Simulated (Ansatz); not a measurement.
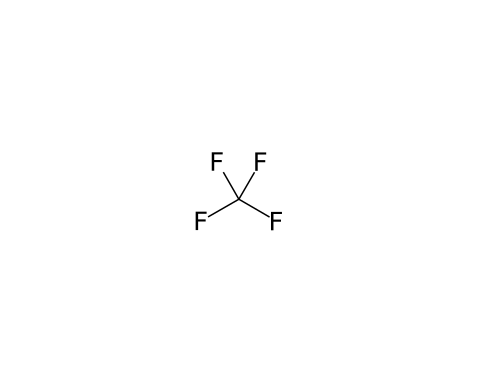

Skeletal drawing of a molecule.

Transcribe the drawing into SMILES.

Answer. FC(F)(F)F

What is the molecular formula?

Answer. CF4.

An optimisation with PBE0-D4/def2-TZVP gave a structure of which point group?

Answer. Td.

More results for the same structure follow; atom numbers are the same in all pictures, views and colours differ. The geometry was computed by an optimisation with PBE0-D4/def2-TZVP.

**Levels of theory compared**

Program: Ansatz 0.2.0.

At this fixed geometry, give HOMO energy (eV), HOMO–LUMO gap (eV) at these levels: CAM-B3LYP-D4/def2-TZVPP; HSE06-D4/def2-TZVPP; PBE-D4/def2-TZVPP; PBE0-D4/def2-SVP; PBE0-D4/def2-TZVPP; SPW92 (LDA)/def2-TZVPP; r2SCAN-D4/def2-TZVPP; r2SCAN0-D4/def2-TZVPP; r2SCANh-D4/def2-TZVPP; ωB97M-V/def2-QZVPP.

```
                  level  HOMO energy (eV)  HOMO–LUMO gap (eV)
CAM-B3LYP-D4/def2-TZVPP            −14.23               17.68
    HSE06-D4/def2-TZVPP            −12.20               14.57
      PBE-D4/def2-TZVPP            −10.32               12.06
       PBE0-D4/def2-SVP            −12.44               17.65
     PBE0-D4/def2-TZVPP            −12.61               15.37
 SPW92 (LDA)/def2-TZVPP            −10.59               12.13
   r2SCAN-D4/def2-TZVPP            −10.91               13.48
  r2SCAN0-D4/def2-TZVPP            −13.04               16.35
  r2SCANh-D4/def2-TZVPP            −11.76               14.64
     ωB97M-V/def2-QZVPP            −15.20               19.17
```

**Charges**

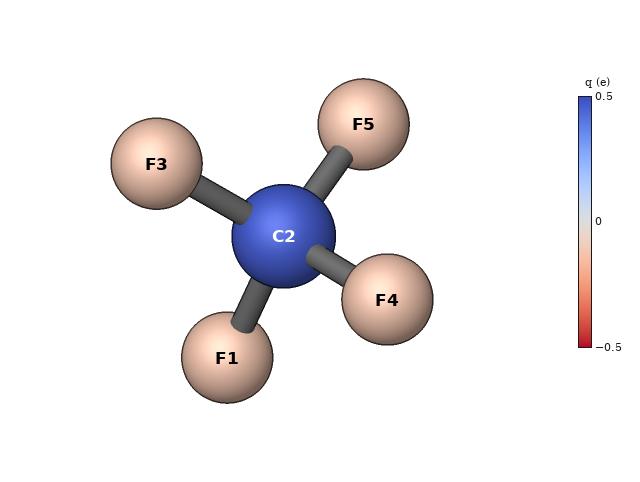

Atoms are coloured by their Mulliken charges. Properties computed with RKS PBE-D4/def2-TZVPP (Ansatz 0.2.0).

Give the Mulliken charges atom by atom.

| atom | value (e) |
| --- | --- |
| F1 | −0.11 |
| C2 | 0.46 |
| F3 | −0.11 |
| F4 | −0.11 |
| F5 | −0.11 |

**Vibrations**

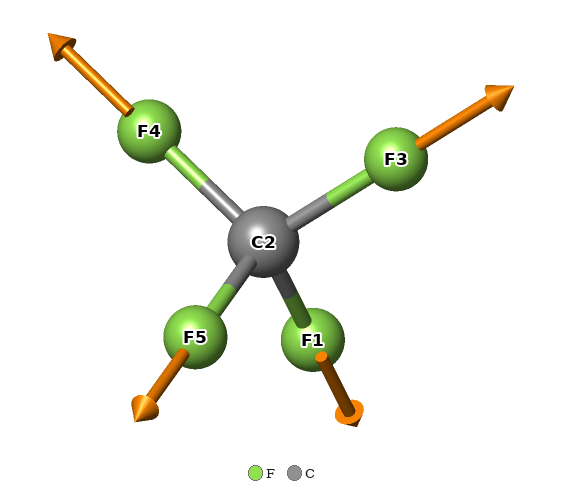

The arrows show one normal mode. Harmonic vibrations computed with RKS PBE0-D4/def2-TZVP (Ansatz 0.2.0) at a stationary point of the same level.

Describe the motion.

Answer. Mostly in-phase stretching of 4 C–F bonds.

At what wavenumber does it lie?

Answer. 925 cm⁻¹; it is mode 6 of 9 counted from the lowest.

Mulliken values depend strongly on the basis set and can even reverse the polarity of a bond.
